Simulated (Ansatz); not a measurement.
# How many bands does the GW gap of SrWO4 (I4_1/a) need?, part 2 of 2

Wanted: a G0W0 gap for SrWO4 (I4_1/a) that is converged in bands and cutoff, or an estimate of the limit.

Ansatz 0.2.0; G0W0 on LDA, plane waves, PAW. Known limits of the many-body steps: not at the basis limit; no spin-orbit coupling.

So far. Step 4 (968 empty bands, screening to 180 eV): Against the run with 4×4×4 mesh, 450 empty bands, screening to 108 eV, the gap moves by +0.019 eV.

### Step 5. Changing the frequency model: 4×4×4 mesh, 968 empty bands, screening to 180 eV, plasmon pole

A plasmon pole stands in for the full frequency dependence of the screening; this run shows what that costs in accuracy.

Contents of input.yaml:

```yaml
crystal:
  lattice:
    - [-2.7201121709, 2.7201121709, 5.9699255756]
    - [2.7201121709, -2.7201121709, 5.9699255756]
    - [2.7201121709, 2.7201121709, -5.9699255756]
  atoms:
    - { symbol: Sr, position: [0.75, 0.25, 0.5] }
    - { symbol: Sr, position: [0.0, 0.0, 0.0] }
    - { symbol: W, position: [0.25, 0.75, 0.5] }
    - { symbol: W, position: [0.5, 0.5, 0.0] }
    - { symbol: O, position: [0.44084291, 0.81857378, 0.09339807] }
    - { symbol: O, position: [0.56857378, 0.97517571, 0.87773087] }
    - { symbol: O, position: [0.09744484, 0.69084291, 0.12226913] }
    - { symbol: O, position: [0.72517571, 0.34744484, 0.90660193] }
    - { symbol: O, position: [0.02482429, 0.90255516, 0.59339807] }
    - { symbol: O, position: [0.65255516, 0.55915709, 0.37773087] }
    - { symbol: O, position: [0.18142622, 0.27482429, 0.62226913] }
    - { symbol: O, position: [0.30915709, 0.43142622, 0.40660193] }
kpoints:
  mp_grid: { grid: [4, 4, 4] }
hamiltonian:
  xc: lda
scf:
  occupations: { method: fixed }
gw:
  n_empty_bands: 968
  ecut_chi: 180.0
  qp_bands: [v4, c4]
  qp_kpoints: band_edges
  screening: { model: godby_needs }
```

Started as:

```
ansatz run input.yaml --threads 3 --pin off --max-ram 92160MiB --backend cuda --events-out ev --progress --plain --runs-dir out --devices 1 --max-vram 13GiB  # rebuilt from the run's record
```

Numbers of over 12 decimals in the logs are rounded to 6 here.

Log:

```text
GPUs: using 1 of 1 available (devices: 1).
[...]
GPU FFT provider: cuFFT
GPU libraries: cuBLAS 13.8.2, cuFFT 12.4.0, cuSOLVER 12.3.4
Crystal: 12 atoms, lattice volume = 176.686 Å³
Basis set: ecut = 420 eV, 3435 PW (Γ)
Bands: 60, of which v1, the nominal top of the filled ones, is band 48 counted from 1 (47 counted from 0)
Symmetry: 8 space group operations
[...]
k-points: 14 of 64
[...]
0    52     11.1868   -16.1885    -4.1056   -21.9705  0.8128    12.8729    12.8633  root
[...]
13    49     10.6081   -14.5090    -4.2083   -20.2813  0.8232    12.1798    12.1721  root
    13    50     10.6081   -14.5090    -4.2083   -20.2813  0.8232    12.1798    12.1721  root
    13    51     10.8963   -15.5232    -4.1646   -21.3128  0.8181    12.5292    12.5212  root
    13    52     10.8963   -15.5232    -4.1646   -21.3128  0.8181    12.5292    12.5212  root
[key lines of the parts left out:]
SCF converged after 7 iterations
Free energy (F): -31602.491921 eV
Fermi energy:    6.167227 eV
```

It took 5.2 min on 1 × NVIDIA H100 80GB HBM3 (shared by 6 runs) with 3 threads of AMD EPYC 7R13 (Zen 3), shared host; peak memory 12 GiB; 12 min of CPU time.

Numbers from this step:

- bands summed: 1016
- plasmon-pole fit frequency: 27.37 eV
- RPA ε∞ on this mesh (eigenvalues): 3.451, 3.451, 3.508
- plane waves in the screening matrix: 989
- G0W0 gap on the mesh: 6.640 eV
- k of the valence top: 0, 0, 0
- k of the conduction bottom: 0, 0, 0
- starting gap on the mesh: 4.335 eV
- least direct G0W0 gap on the computed points: 6.640 eV

Against the run with 4×4×4 mesh, 968 empty bands, screening to 180 eV, the gap moves by +0.05 eV.

### Step 6. Changing the files and raising the bands: 4×4×4 mesh, 1436 empty bands, screening to 234 eV, hard PAW files

Other atomic data (hard PAW) test the pseudisation: the cutoff goes from 420 to 930 eV and the valence electrons from 96 to 124, which opens shells that were frozen. Bands and screening cutoff change too, so the step is no clean test of the files.

Changes to input.yaml since step 5:

```diff
@@ -22,2 +22,3 @@
   xc: lda
+  pseudopotentials: { kind: paw, source: ansatz }
 scf:
@@ -25,6 +26,6 @@
 gw:
-  n_empty_bands: 968
-  ecut_chi: 180.0
+  n_empty_bands: 1436
+  ecut_chi: 234.0
   qp_bands: [v4, c4]
   qp_kpoints: band_edges
-  screening: { model: godby_needs }
+  screening: { model: contour_deformation }
```

Log:

```text
GPUs: using 1 of 1 available (devices: 1).
[...]
GPU FFT provider: cuFFT
GPU libraries: cuBLAS 13.8.2, cuFFT 12.4.0, cuSOLVER 12.3.4
Crystal: 12 atoms, lattice volume = 176.686 Å³
Basis set: ecut = 930 eV, 11361 PW (Γ)
Bands: 75, of which v1, the nominal top of the filled ones, is band 62 counted from 1 (61 counted from 0)
Symmetry: 8 space group operations
[...]
k-points: 14 of 64
[...]
0    66     12.1194   -16.1523    -4.4402   -21.9377  0.7866    13.4840    13.4647  root
[...]
13    63     11.5394   -14.4801    -4.4860   -20.2533  0.7986    12.8429    12.8266  root
    13    64     11.5394   -14.4801    -4.4860   -20.2533  0.7986    12.8429    12.8266  root
    13    65     11.8284   -15.4891    -4.4712   -21.2811  0.7931    13.1668    13.1491  root
    13    66     11.8284   -15.4891    -4.4712   -21.2811  0.7931    13.1668    13.1491  root
[key lines of the parts left out:]
SCF converged after 10 iterations
Free energy (F): -46593.846322 eV
Fermi energy:    7.091283 eV
```

Wall time 6.6 min (1 × NVIDIA H100 80GB HBM3 (shared by 6 runs) with 3 threads); peak memory 8.6 GiB; 12 min of CPU time.

Numbers from this step:

| Property | Result |
| --- | --- |
| bands summed | 1498 |
| RPA ε∞ on this mesh (eigenvalues) | 3.450, 3.450, 3.507 |
| plane waves in the screening matrix | 1419 |
| G0W0 gap on the mesh | 6.627 eV |
| k of the valence top | 0, 0, 0 |
| k of the conduction bottom | 0, 0, 0 |
| starting gap on the mesh | 4.343 eV |
| least direct G0W0 gap on the computed points | 6.627 eV |

Against the run with 4×4×4 mesh, 968 empty bands, screening to 180 eV, the gap moves by +0.03 eV.

### Step 7. Side by side

Times are wall times on 1 × NVIDIA H100 80GB HBM3 (shared by 6 runs) with 3 threads of AMD EPYC 7R13 (Zen 3), shared host, good to a factor of about two.

```tsv
mesh	files	frequency	bands summed	cutoff (eV)	start (eV)	G0W0 (eV)	time	host memory (GiB)
4×4×4	default PAW	contour deformation	207	54	4.335	6.710	14 s	1.3
4×4×4	default PAW	contour deformation	498	108	4.335	6.575	38 s	1.9
4×4×4	default PAW	contour deformation	1016	180	4.335	6.594	2.7 min	3.4
4×4×4	default PAW	plasmon pole	1016	180	4.335	6.640	5.2 min	12
4×4×4	hard PAW	contour deformation	1498	234	4.343	6.627	6.6 min	8.6
```

How the two edges are built up, in eV (the quasiparticle level is the starting level plus Σx plus Σc less Vxc):

```tsv
run	edge	start	Σx	Σc	Vxc	Z	QP
207 bands	valence top	6.17	-25.75	4.59	-20.84	0.76	5.84
207 bands	conduction bottom	10.50	-14.95	-3.82	-20.82	0.81	12.55
498 bands	valence top	6.17	-25.75	4.34	-20.84	0.75	5.60
498 bands	conduction bottom	10.50	-14.95	-4.20	-20.82	0.80	12.17
1016 bands	valence top	6.17	-25.75	4.10	-20.84	0.75	5.35
1016 bands	conduction bottom	10.50	-14.95	-4.43	-20.82	0.80	11.95
```

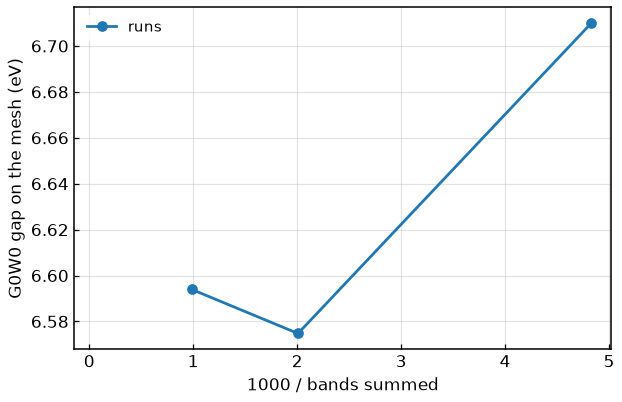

The gap against one over the number of bands.

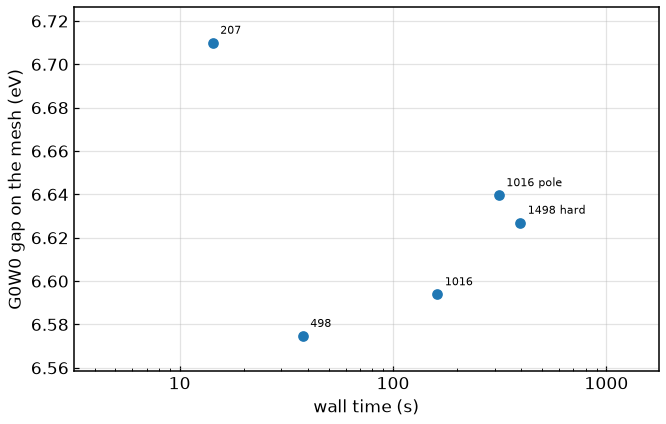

Result against wall time.

### Step 8. What came out

| Quantity | Value |
| --- | --- |
| 207 bands, 54 eV | 6.710 eV |
| 498 bands, 108 eV | 6.575 eV |
| 1016 bands, 180 eV | 6.594 eV |
| mesh and start | 4×4×4, LDA |

**Reading.** From 207 to 1016 bands the gap moves by −0.12 eV while the time grows 11-fold. Σc changes by −0.49 eV at the valence top and −0.61 eV at the conduction bottom, so the levels themselves move more than the gap between them. The gap turns back along the series, so no limit is drawn from it. The plasmon-pole model gives +0.05 eV against contour deformation, 2 % of the correction, and saved no time in this program. With hard PAW files and 1498 bands the gap is 6.63 eV. The many-body steps are scalar-relativistic: spin-orbit coupling is not in them.

[Paths, hosts, dates, memory and timing lines, banners, echoed tables and standing remarks are left out of the program output.]

[Logs are printed without paths, hosts, clocks, repeated set-up lines and the standing remarks that a program may print on its own settings, such as how far it seeks lower states.]

[Runs of the session that timed out or met a known fault of the program may be left out.]

[Cells called generated may have been cut or substituted from an entry of the Crystallography Open Database or the Materials Project.]

[Hosts, paths, dates, database ids (printed as entryN), source tags and the programs' standing remarks are cut or masked in the printed files.]
